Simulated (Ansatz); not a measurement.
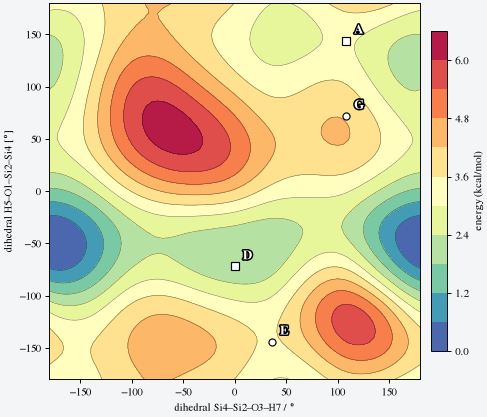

H5O2Si2, SMILES O[SiH](O)[SiH2], spin multiplicity 2. First axis: dihedral Si4–Si2–O3–H7. Second axis: dihedral H5–O1–Si2–Si4. Nothing is relaxed (all other coordinates rigid). The scan uses a 10 × 10 grid. All energies are given in kcal/mol relative to the relaxed molecule at the same level. Computed with UKS B3LYP-D4/def2-SVP in Ansatz.

Drawn: filled contours, lettered points. Between grid points the surface is interpolated.

Q: Is E the lowest point of the computed grid?

A: No. E lies 3.34 kcal/mol above the lowest grid point, which is at dihedral Si4–Si2–O3–H7 = −180°, dihedral H5–O1–Si2–Si4 = −36°.

Q: Rank the lettered points by energy, lowest first.

A: D (1.97 kcal/mol), A (3.08 kcal/mol), E (3.53 kcal/mol), G (4.14 kcal/mol).

Q: What kind of point is each of A, D, E, G: minimum, saddle, maximum or slope?

A: A: saddle point; D: minimum; E: saddle point; G: maximum. (In these two coordinates alone; a stationary point may lie a little off the grid point.)
